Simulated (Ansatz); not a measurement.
# GaH₃S (built from SMILES [SH][GaH2]): single points off equilibrium

How do the functionals fare away from a minimum? The structure is a displaced guess of a reacting structure.

Method: single points in def2-TZVPP; program: Ansatz 0.2.0, Gaussian basis.

Cores are frozen in the correlated methods. Filled d shells of the heavier atoms are correlated.

**1. The system as given**

5 atoms, charge 0, spin multiplicity 1.

Atoms are counted from 1 here; the program's logs count them from 0.

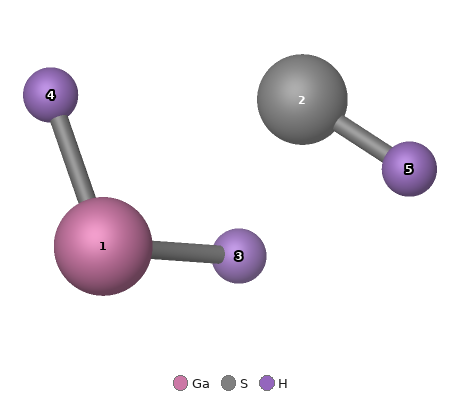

As it starts; gallium pink, sulfur grey, hydrogen purple; atoms are numbered from 1 in the order of the file.

Geometry (Å):

```mol
GaH3S
  3D, bonds by distance, orders not assigned

  5  3  0  0  0  0  0  0  0  0999 V2000
   -0.5236   -0.8806    1.3130 Ga  0  0
    0.1589    0.8228   -0.8336 S   0  0
    0.9685   -0.5753    0.1249 H   0  0
   -1.8110   -0.9074    0.0421 H   0  0
    1.2904    1.5646   -0.3515 H   0  0
  1  3  8  0
  1  4  8  0
  2  5  8  0
M  END
```

**2. CCSD(T)/def2-TZVPP**

run/in.yaml reads:

```yaml
crystal:
  periodic: [false, false, false]
  atoms:
    - {symbol: Ga, position_ang: [-0.523600, -0.880600, 1.313000]}
    - {symbol: S, position_ang: [0.158900, 0.822800, -0.833600]}
    - {symbol: H, position_ang: [0.968500, -0.575300, 0.124900]}
    - {symbol: H, position_ang: [-1.811000, -0.907400, 0.042100]}
    - {symbol: H, position_ang: [1.290400, 1.564600, -0.351500]}
basis:
  gaussian: {orbitals: def2-TZVPP}
correlation: {method: ccsd_t}
output: {forces: true}
```

The command line of these runs was not kept.

**3. PBE0-D4/def2-TZVPP**

Changes to run/in.yaml since step 2:

```diff
@@ -10,3 +10,3 @@
   gaussian: {orbitals: def2-TZVPP}
-correlation: {method: ccsd_t}
-output: {forces: true}
+hamiltonian: {xc: pbe0, dispersion: d4}
+output: {forces: true, orbitals: {seedname: orbitals}}
```

**4. wB97M-V/def2-TZVPP**

Changes to run/in.yaml since step 3:

```diff
@@ -10,3 +10,3 @@
   gaussian: {orbitals: def2-TZVPP}
-hamiltonian: {xc: pbe0, dispersion: d4}
-output: {forces: true, orbitals: {seedname: orbitals}}
+hamiltonian: {xc: {name: wB97M-V}}
+output: {forces: true}
```

**5. r2SCAN-D4/def2-TZVPP**

Changes to run/in.yaml since step 4:

```diff
@@ -10,3 +10,3 @@
   gaussian: {orbitals: def2-TZVPP}
-hamiltonian: {xc: {name: wB97M-V}}
+hamiltonian: {xc: r2scan, dispersion: d4}
 output: {forces: true}
```

**6. PBE-D4/def2-TZVPP**

Changes to run/in.yaml since step 5:

```diff
@@ -10,3 +10,3 @@
   gaussian: {orbitals: def2-TZVPP}
-hamiltonian: {xc: r2scan, dispersion: d4}
+hamiltonian: {xc: pbe, dispersion: d4}
 output: {forces: true}
```

**7. SPW92/def2-TZVPP**

Changes to run/in.yaml since step 6:

```diff
@@ -10,3 +10,3 @@
   gaussian: {orbitals: def2-TZVPP}
-hamiltonian: {xc: pbe, dispersion: d4}
+hamiltonian: {xc: lda}
 output: {forces: true}
```

**8. r2SCAN0-D4/def2-TZVPP**

Changes to run/in.yaml since step 7:

```diff
@@ -10,3 +10,3 @@
   gaussian: {orbitals: def2-TZVPP}
-hamiltonian: {xc: lda}
+hamiltonian: {xc: {name: r2SCAN0}, dispersion: d4}
 output: {forces: true}
```

(Steps that only read results are left out.)

Q: Predict the outcome of this session. Wanted: energy less free atoms, CCSD(T)/def2-TZVPP; RMS force component; RMS force error; HOMO and LUMO, PBE0-D4; T1 diagnostic.

As calculated:

| quantity | value |
| --- | --- |
| energy less free atoms, CCSD(T)/def2-TZVPP | -213.9 kcal/mol |
| RMS force component | 1.022 to 1.322 eV/Å over the methods |
| RMS force error | PBE0-D4 0.058, wB97M-V 0.193, r2SCAN-D4 0.084, PBE-D4 0.199, SPW92 0.215, r2SCAN0-D4 0.103 eV/Å |
| HOMO and LUMO, PBE0-D4 | -6.35 and -3.15 eV |
| T1 diagnostic | 0.020 |

Against CCSD(T) the functionals' energies less atoms differ by -54.7 to -1.7 kcal/mol, PBE-D4 by -15.8 kcal/mol. The reference is not at the basis limit: in triple zeta CCSD(T) underbinds, which counts against methods that bind more; the gaps are no ranking. The forces of PBE0-D4 come nearest to CCSD(T), those of SPW92 are farthest. Frozen-core CCSD(T) forces in triple zeta carry basis errors of their own, and this is one geometry, so small gaps rank nothing. The restricted Hartree–Fock reference is unstable towards an unrestricted one at one or more of these structures.
